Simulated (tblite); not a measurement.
Potential energy surface of CHN, singlet: collinear H-C-N surface. Scanned: H-C distance and C-N distance.

Method: GFN2-xTB, 300 K electronic temperature in tblite.

Energy in kcal/mol above the lowest grid point; x is the H-C distance (Å), y the C-N distance (Å).

| y \ x | 0.91 | 0.98 | 1.04 | 1.08 | 1.14 | 1.20 | 1.26 | 1.34 | 1.42 | 1.53 | 1.60 |
|---|---|---|---|---|---|---|---|---|---|---|---|
| 1.72 | 180.0 | 170.2 | 167.4 | 167.4 | 169.5 | 173.3 | 178.0 | 185.4 | 193.2 | 204.1 | 210.9 |
| 1.64 | 155.0 | 145.3 | 142.6 | 142.7 | 144.9 | 148.8 | 153.7 | 161.2 | 169.2 | 180.3 | 187.2 |
| 1.53 | 117.7 | 108.2 | 105.6 | 105.8 | 108.1 | 112.0 | 117.1 | 124.8 | 133.0 | 144.4 | 151.5 |
| 1.43 | 82.4 | 72.9 | 70.3 | 70.6 | 72.9 | 77.0 | 82.1 | 89.9 | 98.2 | 109.8 | 117.0 |
| 1.35 | 55.1 | 45.6 | 43.0 | 43.2 | 45.6 | 49.6 | 54.8 | 62.6 | 70.9 | 82.6 | 89.9 |
| 1.28 | 33.9 | 24.3 | 21.7 | 21.9 | 24.2 | 28.2 | 33.4 | 41.2 | 49.5 | 61.2 | 68.6 |
| 1.23 | 21.8 | 12.2 | 9.4 | 9.6 | 11.9 | 15.9 | 21.0 | 28.8 | 37.1 | 48.8 | 56.1 |
| 1.17 | 12.9 | 3.0 | 0.2 | 0.3 | 2.5 | 6.4 | 11.4 | 19.1 | 27.4 | 39.0 | 46.3 |
| 1.11 | 13.1 | 3.0 | 0.0 | 0.0 | 2.0 | 5.8 | 10.7 | 18.3 | 26.4 | 37.9 | 45.2 |
| 1.05 | 27.1 | 16.7 | 13.5 | 13.3 | 15.1 | 18.7 | 23.5 | 30.8 | 38.8 | 50.1 | 57.3 |
| 0.98 | 69.7 | 58.8 | 55.1 | 54.7 | 56.2 | 59.5 | 64.0 | 71.0 | 78.7 | 89.8 | 96.9 |

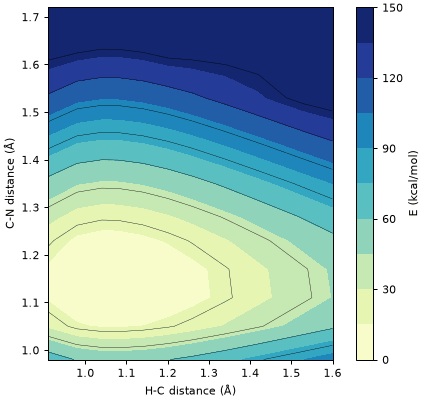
Figure: Energy surface, cut off at 149 kcal/mol.

Points that lie below all their neighbours on the grid: x = 1.08, y = 1.11 (0.0 kcal/mol).
